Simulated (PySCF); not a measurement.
```xyz
13

C    -3.9607    0.6592   -0.4783
C    -2.8668    0.1784   -0.3341
C    -1.6085   -0.4139   -0.1571
N    -0.5390    0.2716   -0.3188
C     0.6911   -0.2420   -0.1615
F     0.7971   -1.5564    0.1870
C     1.8078    0.4912   -0.3353
C     3.1543   -0.0349   -0.1708
O     4.1597    0.6128   -0.3254
H    -4.9132    1.0829   -0.6050
H    -1.6178   -1.4741    0.1212
H     1.6933    1.5276   -0.6117
H     3.1983   -1.1018    0.1146
```

Geometry: GFN2-xTB.

These are results of PBE0/pcSseg-1, SCF density, gas phase, non-relativistic in PySCF 2.14.0, not measurements.

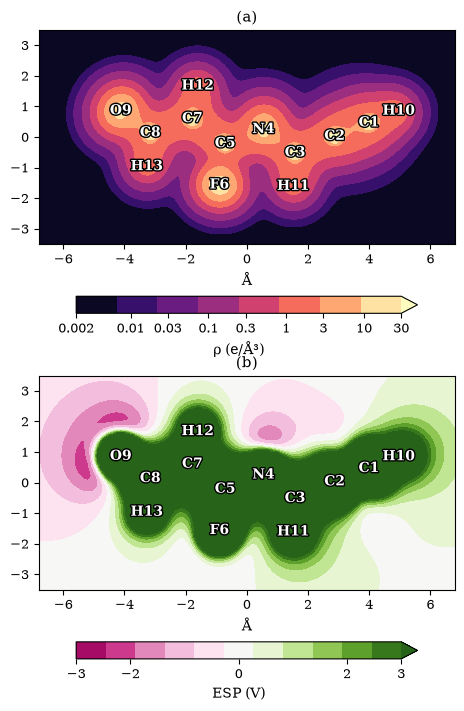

C₆H₄FNO (SMILES C#C/C=N/C(F)=C/C=O). (a) total electron density; (b) molecular electrostatic potential on the molecular plane.

**What does the map show?**

- The section cuts through C, N, F, O and H sites.
- C–C (1.20 Å): the density is about 2.7 e/Å³ at the midpoint.
- C–O (1.21 Å): ρ at the midpoint is about 3.3 e/Å³.
- C–N (1.28 Å): ρ at the midpoint is about 2.7 e/Å³.
- C–F (1.36 Å): ρ is about 2.2 e/Å³ halfway, with its minimum of 1.7 e/Å³ about 0.5 Å from C.
- C–H (1.05 Å): ρ at the midpoint is about 2.2 e/Å³.
- Outside the dense part of the molecule the potential is most negative (−2.1 V) near O9.
